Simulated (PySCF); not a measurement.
C3H14BNSi

Input

```
{"job": {"kind": "nmr", "xc": "PBE0", "basis": "pcSseg-1"}, "charge": 0, "multiplicity": 1}
C      2.982217     0.748519    -1.080019
Si     1.720361     0.397680     0.295916
C      0.164581    -0.433058    -0.381188
B     -1.058626    -0.666958     0.671646
C     -2.389739    -1.288936    -0.020344
N     -1.508921     0.850435     1.151966
H      3.861312     1.249562    -0.686811
H      2.562950     1.383526    -1.855048
H      3.313296    -0.170276    -1.554924
H      2.373107    -0.375240     1.360534
H      1.383371     1.721757     0.903362
H     -0.190721     0.130131    -1.251097
H      0.461849    -1.404573    -0.781174
H     -0.725890    -1.230717     1.668022
H     -2.715777    -0.720023    -0.892441
H     -2.218684    -2.306883    -0.361519
H     -3.235283    -1.332819     0.667693
H     -2.256380     0.789567     1.833995
H     -1.829886     1.351398     0.330382
H     -0.698284     1.317586     1.544074
```

Run with:

```sh
OMP_NUM_THREADS=1 python probes_run.py task.json out
```

Geometry: GFN2-xTB.

Method: PySCF 2.14.0, PBE0/pcSseg-1, SCF density, gas phase, non-relativistic.

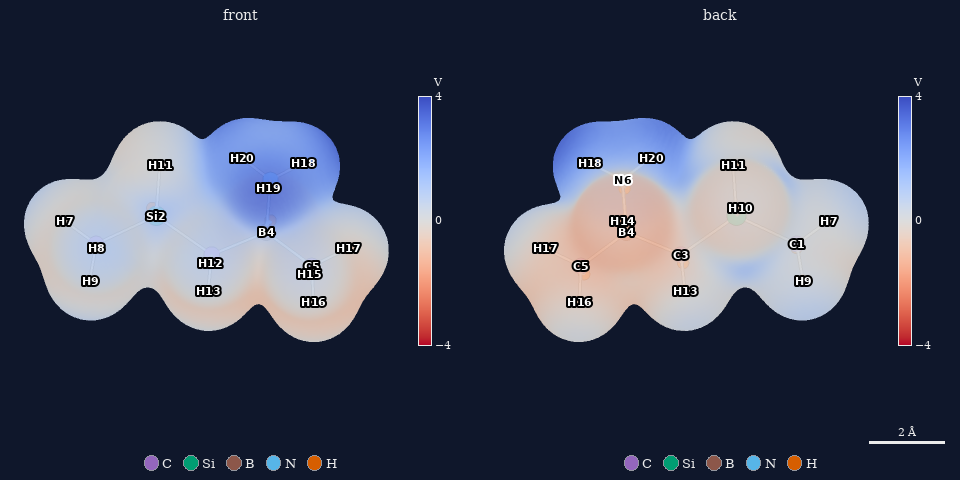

Figure 1. The molecular electrostatic potential painted on the density surface at 0.004 e/bohr³, seen from the front and from behind; red is negative and blue positive.

Question: Which sites attract a positive test charge, and which a negative one?

Answer: A positive charge is drawn to the negative regions and a negative charge to the positive ones. The most negative region (about −1.2 V, or −28 kcal/mol for a unit charge) lies over H14, the most positive (about +3.1 V, or +71 kcal/mol for a unit charge) over H18 and H19.

Question: How polar is the molecule by this calculation?

Answer: Its dipole moment is 4.07 D.

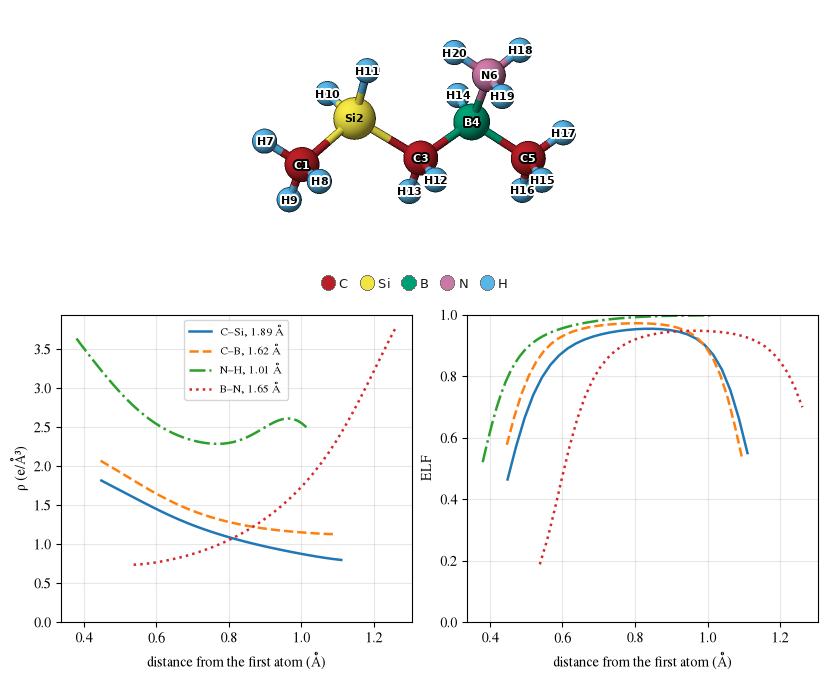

Figure 2. Electron density and ELF along straight lines between neighbouring atoms. The curves leave out the atomic cores. The structure is drawn too.

Question: What can be read from the curves?

Answer: C–Si (1.89 Å): ρ at the midpoint is about 0.93 e/Å³; the ELF peaks at about 0.95 between the atoms: localised, covalent bonding.
C–B (1.62 Å): the density is about 1.3 e/Å³ at the midpoint; the ELF peaks at about 1 between the atoms, as expected for localised, covalent bonding.
N–H (1.01 Å): ρ at the midpoint is about 2.9 e/Å³; the ELF climbs to about 1 towards the hydrogen, as it does in any bond to H (an ordinary covalent bond to hydrogen).
B–N (1.65 Å): ρ at the midpoint is about 1.1 e/Å³; the ELF peaks at about 0.95 between the atoms; a polar covalent bond.
